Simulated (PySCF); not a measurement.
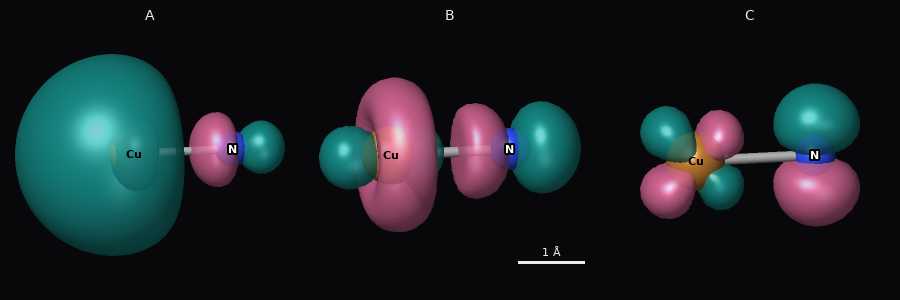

The picture shows: CuN (charge +1, quartet). Three frontier α-spin orbitals, each drawn at the value that holds 80 % of its norm (teal and pink are the two phases), in no order; of a degenerate pair one member is drawn.

All numbers below come from PBE0/def2-TZVPPD, non-relativistic Hamiltonian with scalar-relativistic core potentials where named, at a bond length of 1.879 Å in PySCF.

Question: Label each orbital by symmetry, say whether it is occupied, and order them by energy.

Answer: Orbital C: π, occupied in this spin, −16.13 eV; shared between the atoms (Cu 55 %, N 45 %).
Orbital B: σ, occupied in this spin, −15.91 eV; mainly on Cu (75 %).
Orbital A: σ, empty in this spin, −9.09 eV; mainly on Cu (90 %).
